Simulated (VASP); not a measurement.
Band structure of SiC (zinc blende). Method: revPBE GGA, VASP's PBE PAW potentials (set 64) (plane waves; VASP).

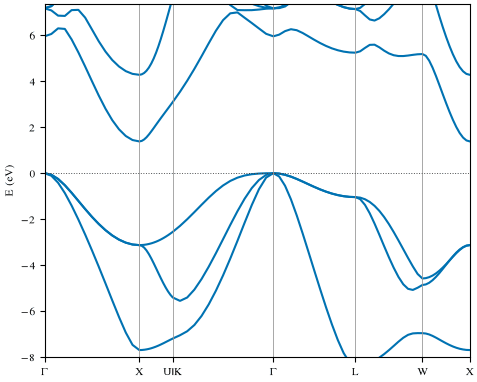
Figure: Bands along high-symmetry lines, zero at the valence-band maximum or, without a gap, the Fermi level

**Question.** Read the plot: is there a gap, and where are the band edges?

**Answer.** The gap is indirect, 1.38 eV, from the valence maximum at Γ to the conduction minimum at X. (Edges off the drawn lines would not show.)

Measured: gap 2.53 eV (computed value off by -1.15 eV), as given by Wei Chen et al., Physical Review Materials (2018), doi:10.1103/physrevmaterials.2.073803 [zero-point renormalisation of 0.11 eV added back (the table's ZPR column)].

The compound is SiC in the zinc blende structure. It was relaxed first.
